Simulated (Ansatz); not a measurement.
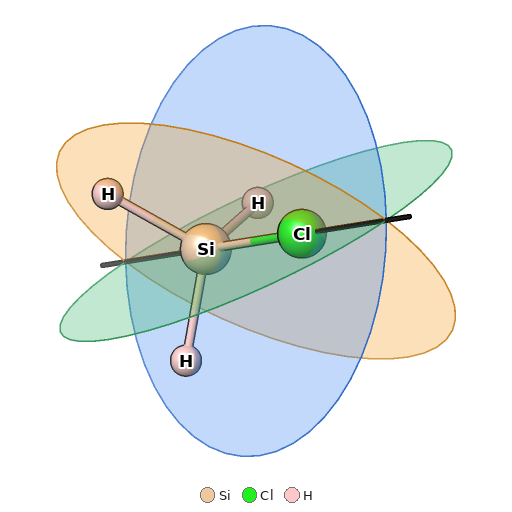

All proper rotation axes (lines) and mirror planes (discs) of the structure are drawn in. Depth is shown by fading: the farther an atom, the more it takes the colour of the background. Computed geometry: PBE0-D4/def2-TZVP optimisation.

**What is the order of each axis, and which point group results?**

It has 1 C3 axis and 3 mirror planes. Point group C3v. The group has 6 operations. The geometry is achiral, and symmetry allows a dipole moment.
